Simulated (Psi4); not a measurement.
# revPBE/6-31G(d) (spherical functions) run of CH4AlClO (SMILES C[O][AlH][Cl])

What is the vertical ionisation energy of CH4AlClO at revPBE/6-31G* (spherical functions)? 

The results are computed with Psi4 1.11.

26 further runs of the same task are left out: 26 that didn't finish.

**1. The molecule**

CH4AlClO: 8 atoms, total charge 0, spin state singlet. SMILES: `C[O][AlH][Cl]`. The coordinates come from a PBE0-D4/def2-TZVP relaxation. This is one conformer, not always the lowest.

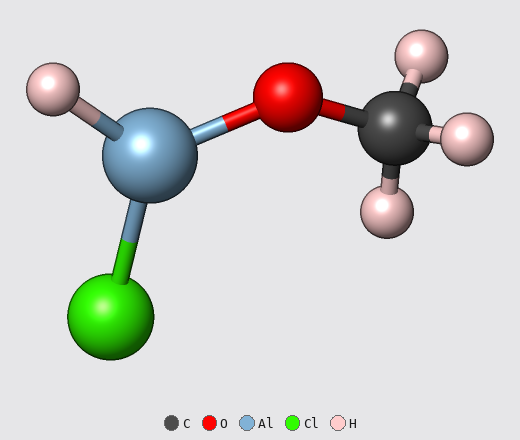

Viewed from a chosen angle; carbon dark grey, oxygen red, aluminium light blue, chlorine green, hydrogen pink.

**2. Energy and forces at revPBE/6-31G(d) (spherical functions)**

Input file job.in:

```
memory 2200 MB

molecule {
  C
  O 1 r2
  Al 2 r3 1 a3
  Cl 3 r4 2 a4 1 d4
  H 1 r5 2 a5 3 d5
  H 1 r6 5 a6 2 d6
  H 1 r7 5 a7 6 d7
  H 3 r8 2 a8 1 d8

  r2 = 1.399641
  r3 = 1.672278
  a3 = 136.49692
  r4 = 2.096715
  a4 = 118.94137
  d4 = -0.00159
  r5 = 1.094322
  a5 = 109.86062
  d5 = -120.25771
  r6 = 1.095722
  a6 = 108.32923
  d6 = -123.03375
  r7 = 1.094272
  a7 = 108.04102
  d7 = -117.15187
  r8 = 1.563265
  a8 = 119.76069
  d8 = 179.99979
  units angstrom
  symmetry c1
  no_reorient
  no_com
}

set {
  basis                6-31G*
  puream               true
  e_convergence        1e-09
  d_convergence        1e-08
  scf_type             pk
  dft_radial_points    99
  dft_spherical_points 590
}

energy_value, wavefunction = gradient('revpbe', return_wfn=True)
oeprop(wavefunction, 'MAYER_INDICES', 'DIPOLE', 'WIBERG_LOWDIN_INDICES', title='REVPBE')
```

Started as:

```
$ psi4 job.in job.out -n 1
```

job.out:

```text
[...]
  Running in c1 symmetry.
[...]
  Nuclear repulsion =  196.040747010060784
[...]
  Multiplicity = 1
[...]
  Nalpha       = 24
  Nbeta        = 24
[...]
    Number of basis functions: 72
[...]
   @RKS iter   1:  -817.94773743825215   -2.24628e-01   1.10097e-02 ADIIS/DIIS
[...]
   @RKS iter  12:  -818.24495059117953   -1.25056e-11   8.11258e-09 DIIS
[...]
    Orbital Energies [Eh]
    ---------------------
    Doubly Occupied:
       1A   -100.657390     2A    -55.423704     3A    -18.779347
       4A     -9.946563     5A     -9.161791     6A     -6.976594
       7A     -6.972441     8A     -6.971561     9A     -3.964429
      10A     -2.566018    11A     -2.561564    12A     -2.557729
      13A     -0.916342    14A     -0.733881    15A     -0.615277
      16A     -0.440873    17A     -0.398617    18A     -0.397137
      19A     -0.362753    20A     -0.306669    21A     -0.291896
      22A     -0.279721    23A     -0.252285    24A     -0.248848
[...]
  @RKS Final Energy:  -818.24495059117953
   => Energetics <=
    Nuclear Repulsion Energy =            196.0407470100607839
    One-Electron Energy =               -1520.4775288378714322
    Two-Electron Energy =                 568.5271585505561234
    DFT Exchange-Correlation Energy =     -62.3353273139250064
    Empirical Dispersion Energy =           0.0000000000000000
    VV10 Nonlocal Energy =                  0.0000000000000000
    Total Energy =                       -818.2449505911795313
[...]
  -Total Gradient:
     Atom            X                  Y                   Z
    ------   -----------------  -----------------  -----------------
       1        0.000006258047     0.001455795169     0.006459313440
       2       -0.000011911380    -0.017136900815     0.000316889085
       3       -0.000001503803     0.007488018505    -0.013280511733
       4        0.000004200181     0.011530760870     0.002030747781
       5       -0.006413605867    -0.003976437982     0.002969757132
       6        0.000038208926     0.006668870168     0.003961149802
       7        0.006378708109    -0.004070475981     0.002977794642
       8       -0.000000342198    -0.001977893706    -0.005427207725
[...]
 Multipole Moments:
 ------------------------------------------------------------------------------------
     Multipole            Electronic (a.u.)      Nuclear  (a.u.)        Total (a.u.)
 ------------------------------------------------------------------------------------
 L = 1.  Multiply by 2.5417464519 to convert [e a0] to [Debye]
 Dipole X            :         -0.0000974            0.0001555            0.0000581
 Dipole Y            :         -5.8286426            6.2636155            0.4349730
 Dipole Z            :          4.6661642           -4.9931506           -0.3269864
 Magnitude           :                                                    0.5441706
[...]
```

Run time: 25 s. Hardware: 1 thread of AMD EPYC 7R43 (Zen 3), shared host; peak memory 1 GiB.

**3. The doublet cation: a single-point energy at U-revPBE/6-31G(d) (spherical functions)**

Input file calc.py:

```python
import psi4

psi4.set_memory(2200000000)
psi4.set_num_threads(1)
psi4.core.set_output_file('psi4.out', False)

mol = psi4.geometry("""
1 2
C      0.132200     1.250600     0.263000
O      0.645300     0.052000    -0.246000
Al     0.103400    -1.519700    -0.426600
Cl    -1.829000    -2.007800     0.224400
H      0.118400     2.012400    -0.522500
H     -0.886500     1.136200     0.650000
H      0.770200     1.612600     1.075000
H      1.038000    -2.593300    -1.072900
units angstrom
symmetry c1
""")

psi4.set_options({
    'basis': '6-31G*',
    'reference': 'uks',
    'puream': True,
    'e_convergence': 1e-09,
    'd_convergence': 1e-08,
    'scf_type': 'pk',
    'dft_radial_points': 99,
    'dft_spherical_points': 590,
    'maxiter': 100,
})

e_tot, wfn = psi4.energy('revpbe', return_wfn=True)
psi4.oeprop(wfn, 'QUADRUPOLE', 'MAYER_INDICES', 'WIBERG_LOWDIN_INDICES')
print(f'total energy {e_tot:.8f} hartree = {e_tot * 27.211386:.5f} eV')
```

Started as:

```
$ python calc.py
```

psi4.out:

```text
[...]
  Running in c1 symmetry.
[...]
  Nuclear repulsion =  196.040773346777712
[...]
  Multiplicity = 2
[...]
  Nalpha       = 24
  Nbeta        = 23
[...]
    Number of basis functions: 72
[...]
   @UKS iter   1:  -817.52367919697042    1.99431e-01   1.07714e-02 ADIIS/DIIS
[...]
   @UKS iter  63:  -817.87251670903595   -1.14483e-10   3.46899e-09 DIIS
[...]
   @S^2 Observed:                7.526433438E-01
[...]
    Orbital Energies [Eh]
    ---------------------
    Alpha Occupied:
       1A   -100.893031     2A    -55.658034     3A    -19.073393
       4A    -10.178389     5A     -9.396591     6A     -7.212080
       7A     -7.209713     8A     -7.204568     9A     -4.198026
      10A     -2.799503    11A     -2.795464    12A     -2.791057
      13A     -1.197714    14A     -0.964633    15A     -0.859827
      16A     -0.691449    17A     -0.655221    18A     -0.637832
      19A     -0.582529    20A     -0.529992    21A     -0.521723
      22A     -0.512857    23A     -0.503839    24A     -0.496482
    Alpha Virtual:
      25A     -0.250963    26A     -0.233920    27A     -0.165361
[...]
  @UKS Final Energy:  -817.87251670903595
   => Energetics <=
    Nuclear Repulsion Energy =            196.0407733467777120
    One-Electron Energy =               -1509.0732724161025544
    Two-Electron Energy =                 557.1549968344485251
    DFT Exchange-Correlation Energy =     -61.9950144741596674
    Empirical Dispersion Energy =           0.0000000000000000
    VV10 Nonlocal Energy =                  0.0000000000000000
    Total Energy =                       -817.8725167090359491
[...]
 Multipole Moments:
 ------------------------------------------------------------------------------------
     Multipole            Electronic (a.u.)      Nuclear  (a.u.)        Total (a.u.)
 ------------------------------------------------------------------------------------
 L = 1.  Multiply by 2.5417464519 to convert [e a0] to [Debye]
 Dipole X            :         -2.7845656            3.5374040            0.7528384
 Dipole Y            :         -5.9003407            7.1758341            1.2754934
 Dipole Z            :         -0.4356772            0.3982387           -0.0374384
 Magnitude           :                                                    1.4815704
 L = 2.  Multiply by 1.3450342976 to convert [e a0^2] to [Debye ang]
 Quadrupole XX       :       -209.9386523          186.4178273          -23.5208250
 Quadrupole XY       :       -136.6321079          138.6026185            1.9705106
[...]
```

Standard output:

```text
total energy -817.87251671 hartree = -22255.44475 eV
```

It took 2.3 min on 1 thread of AMD EPYC 7R43 (Zen 3), shared host; peak memory 1 GiB.

**4. Outcome**

Level: revPBE/6-31G* (spherical functions).

| quantity | value |
| --- | --- |
| singlet CH4AlClO: total energy | -818.24495 Eh |
| singlet CH4AlClO: dipole moment | 1.38 D |
| singlet CH4AlClO: HOMO energy | -6.77 eV |
| singlet CH4AlClO: LUMO energy | -1.33 eV |
| singlet CH4AlClO: HOMO–LUMO gap | 5.45 eV |
| singlet CH4AlClO: largest force on an atom | 0.881 eV/Å |
| doublet cation: total energy | -817.87252 Eh |
| doublet cation: HOMO energy (highest over α and β) | -13.27 eV |
| doublet cation: LUMO energy (lowest over α and β) | -13.25 eV |
| doublet cation: ⟨S²⟩ | 0.753 |
| vertical ionisation energy (to the doublet cation) | 10.134 eV |

What this shows: Removing an electron at fixed nuclei costs 10.13 eV (234 kcal/mol). The largest force (singlet CH4AlClO) is 0.88 eV/Å: the shape isn't a stationary point for this species at this level. The negative HOMO energy of the first species, 6.77 eV, lies 3.36 eV below that difference.
